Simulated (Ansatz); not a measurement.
A series of calculations on GaH₃Cl₂

### Relaxation

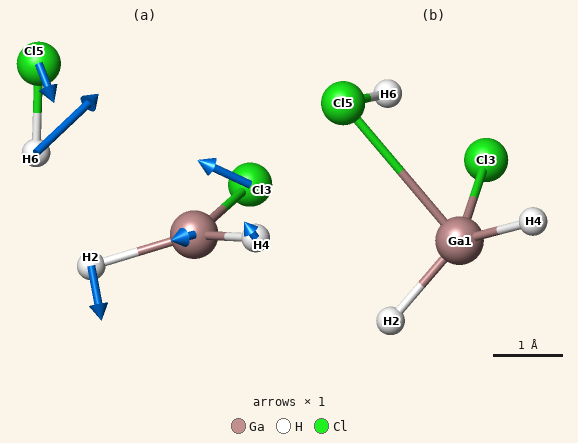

The structure of GaH3Cl2 before (left) and after (right) a relaxation, at one scale. The blue arrows give the displacements, at their true length.

A ball-and-stick model, seen from a free direction.

The run prepares an end point of a later path (reaction) calculation, from a guessed geometry.

Level of theory: RKS PBE-D4/def2-SVP in Ansatz 0.2.0. Set-up: no spin polarisation; force threshold 0.03 eV/Å; at most 50 steps.

Question: Describe what moved and what it gained.

Answer: After 24 accepted moves (27 points after the start) the energy has fallen by 8.09 kcal/mol. Largest force component: 1 eV/Å at the start, 0.0052 eV/Å at the end. The line search rejected the trial steps at points 7, 16, 24 of the run. The forces were under the threshold at step 14, but the run went on from there. The atom that moves furthest after the best rigid fit is H6 (1.45 Å). Largest moves by element: H 1.45 Å, Cl 0.88 Å, Ga 0.44 Å. Among the contacts that change: Ga1–Cl5 3.430 → 2.675 Å, Ga1–Cl3 2.162 → 2.261 Å, Ga1–H2 1.575 → 1.566 Å. New bonds form, among them: Ga1–Cl5 (3.43 → 2.67 Å). Among the angles between lasting bonds that change: H2–Ga1–H4 124.4° → 133.2°, Cl3–Ga1–H4 119.7° → 112.0°, H2–Ga1–Cl3 115.9° → 112.1°. Cost: 63 s on 1 thread of Arm Neoverse V1, on a shared host, peak memory 0.12 GiB.

### Relaxation

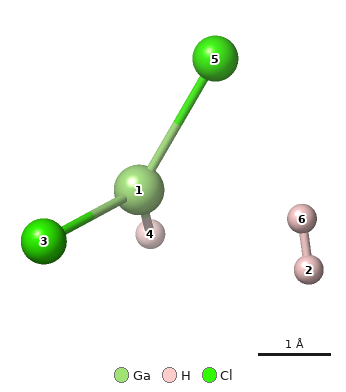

This is the input geometry for a relaxation of GaH₃Cl₂. Style: ball-and-stick. Shown face on.

The run prepares an end point of a later path (reaction) calculation, from a guessed geometry.

Level of theory: RKS PBE-D4/def2-SVP in Ansatz.

Input
```yaml
crystal:
  periodic: [false, false, false]
  atoms:
    - { symbol: Ga, position_ang: [0.101073, -0.587168, -0.409072] }
    - { symbol: H, position_ang: [0.059397, 0.112262, 2.269654] }
    - { symbol: Cl, position_ang: [1.962627, 0.303669, -1.017633] }
    - { symbol: H, position_ang: [-1.309972, 0.035639, -0.64547] }
    - { symbol: Cl, position_ang: [0.357524, -2.596015, 0.492066] }
    - { symbol: H, position_ang: [0.162251, -0.580488, 2.084456] }
basis:
  gaussian: { orbitals: def2-SVP }
hamiltonian:
  xc: pbe
  dispersion: d4
relax:
  f_tol: 0.03
  max_steps: 50
```

Run as
```bash
ansatz run input.yaml --threads 1 --pin off --max-ram 2048MiB --backend cpu --events-out ev --progress --plain --runs-dir out
```

**Where does the relaxation end?**

The atom that moves furthest after the best rigid fit is Cl5 (0.33 Å). Largest moves by element: Cl 0.33 Å, H 0.29 Å, Ga 0.12 Å. Some distances before and after: Ga1–Cl5 2.217 → 2.160 Å, H2–H6 0.724 → 0.773 Å, Ga1–Cl3 2.152 → 2.157 Å. Among the angles between lasting bonds that change: Cl3–Ga1–H4 125.0° → 122.2°, Cl3–Ga1–Cl5 113.0° → 115.3°. Over 8 accepted moves (9 points after the start) the energy falls by 0.111 eV. Largest force component: 1.9 eV/Å at the start, 0.03 eV/Å at the end. The line search rejected the trial step at point 8 of the run. The forces were under the threshold at step 7, but the run went on from there.

Final geometry:

```xyz
6

Ga    0.1005   -0.6979   -0.3571
H     0.1792    0.3037    2.0805
Cl    1.9319    0.3374   -0.8323
H    -1.2985   -0.0331   -0.5327
Cl    0.3315   -2.7688    0.2103
H     0.0883   -0.4534    2.2054
```

The end point in the same view:

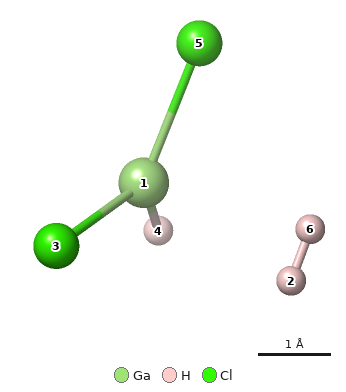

Limits of the set-up: the start holds two separate molecules, 2.5 Å apart at their closest, whose relative position is a soft coordinate.

### Path

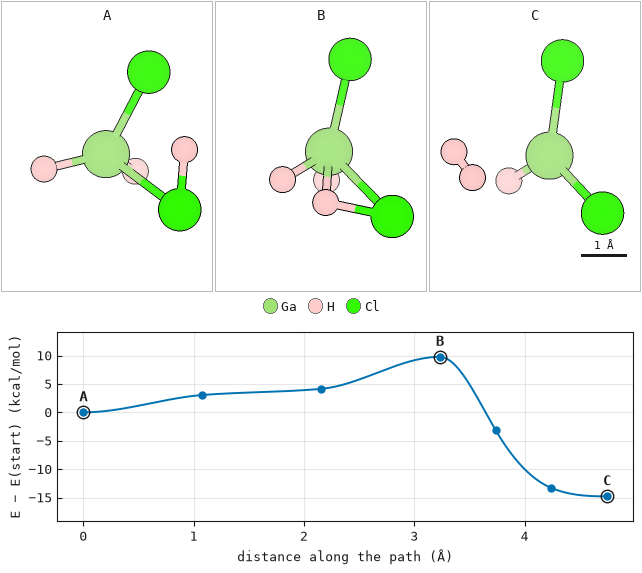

A nudged-elastic-band calculation for GaH$_{3}$Cl$_{2}$. Images are numbered from 0 (start) to 6 (end). Frames A to C are images 0, 3, 6. Style: ball-and-stick. Shown from a free direction.

Level of theory: Ansatz, RKS PBE-D4/def2-SVP. Run with 5 movable images; climbing image; force threshold 0.05 eV/Å; iteration limit 60; starting path through a guess of the saddle point.

What happens along the path, and what is the barrier?

Answer. The energy climbs by 9.8 kcal/mol to image 3 and then falls by 24.6 kcal/mol, so the end point sits at −14.8 kcal/mol. Breaking: Cl–H (1.35 → 3.07 Å), Ga–H (1.57 → 2.64 Å). Forming: H–H (3.36 → 0.77 Å). The band converged in 12 iterations. The largest component of the band force went from 16 to 0.05 eV/Å. The climbing image converged on the top of the path. Its vibrational analysis gives one imaginary mode (664i cm⁻¹), as a transition state must have.
